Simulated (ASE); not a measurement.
Pair distribution function (B-B) of MgB2 (AlB2 type), cell Mg36B72, begun in the crystal structure [in the run: it stayed crystalline; mean temperature 302 K (target 300 K); density 2.62 g/cm³], from MD at 302 K. All values below come from the machine-learned potential CHGNet 0.3.0 (ASE). Volume per atom 9.69 Å³, mean pressure 0.1 GPa. 

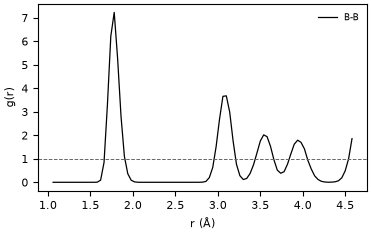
Pair distribution from the trajectory

### Question
State the position and height of the first peak of the B-B curve, where the first shell ends and the number of neighbours in it.

### Answer
first peak at 1.78 Å with height 7.2; g is nil from 2.1 to 2.8 Å, so any cut there serves; 3.0 B round each B in the shell, from n = 4πρ∫r²g(r)dr.
